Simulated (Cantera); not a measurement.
A closed system holds: 1 mol TiO2, 7.3 mol C, 0.37 mol CO, held at 13.0 Pa.

Method: chemical equilibrium by Gibbs-energy minimisation in Cantera with the NASA 1993 tables (ideal gas, pure condensed phases). Candidate condensed phases: C, Ti, TiC, TiO, TiO2, Ti2O3, Ti3O5, Ti4O7; 15 gas species. TiC: taken at fixed stoichiometry. Condensed phases not in the tables: Magnéli phases beyond Ti4O7. The numbers say what is thermodynamically allowed, not how fast it happens.

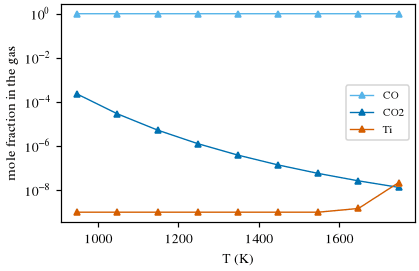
*Equilibrium gas composition (values under 1e-9 drawn at 1e-9)*

At 948 K the condensed part is C(graphite) + TiO2(rutile). At 1048 K the condensed part is C(graphite) + Ti4O7(s). From 1148 K to 1748 K the condensed part is C(graphite) + TiC(s).
